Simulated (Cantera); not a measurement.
Feed: 1 mol Si3H8, 0.069 mol HCl, 7.8 mol H2, equilibrated at 82.0 mbar.

Cantera equilibrium calculation (NASA polynomials, part measured and part estimated; ideal gas, pure solids and liquids). Candidate condensed phases: Si; 19 gas species. The feed counts by its element totals alone. The tables' values for SiCl3 are old estimates; treat these amounts as uncertain. Gases not in the tables: Si2H6 and higher silanes. Rates play no part.

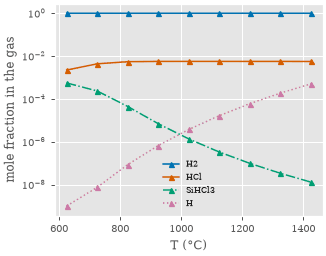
Equilibrium gas composition (values under 1e-9 drawn at 1e-9)

Task: Read off the mole fractions at 925 °C.

Result: H2 about 0.99, HCl about 0.0056, SiHCl3 about 6.9e-6, H about 6.6e-7.
